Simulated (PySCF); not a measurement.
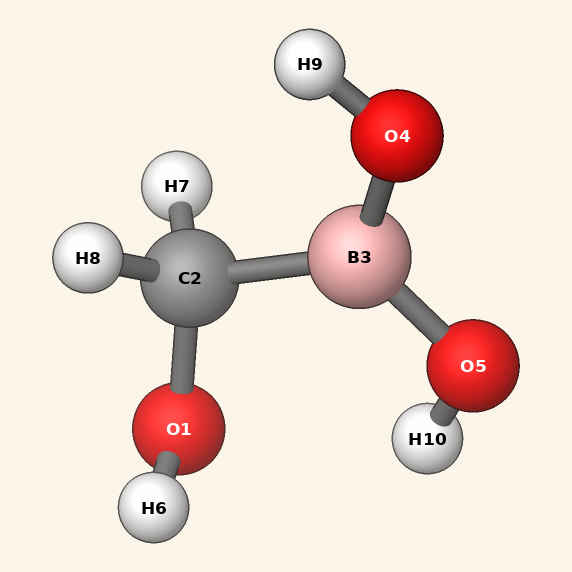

The computed structure is the end point of a PBE0-D3(BJ)/def2-SVP optimisation. No frequency run is at hand to confirm it as a minimum. Electric field gradients from the ground-state density, B3LYP/6-31G* (PySCF 2.14.0), non-relativistic apart from any core potentials.

Give the largest field-gradient component, the quadrupole coupling constant and the asymmetry for 17O at O1 (Q = −25.6 mb), 11B at B3 (Q = 40.59 mb), 17O at O4 (Q = −25.6 mb), 17O at O5 (Q = −25.6 mb), 2H at H6 (Q = 2.86 mb), 2H at H7 (Q = 2.86 mb), 2H at H8 (Q = 2.86 mb), 2H at H9 (Q = 2.86 mb).

| atom | V_zz (a.u.) | e²qQ/h (MHz) | η |
| --- | --- | --- | --- |
| O1 | −1.796 | 10.80 | 0.85 |
| B3 | 0.313 | 2.99 | 0.23 |
| O4 | 1.321 | −7.94 | 0.27 |
| O5 | 1.145 | −6.89 | 0.20 |
| H6 | 0.463 | 0.311 | 0.12 |
| H7 | 0.267 | 0.180 | 0.08 |
| H8 | 0.264 | 0.177 | 0.11 |
| H9 | 0.474 | 0.318 | 0.06 |
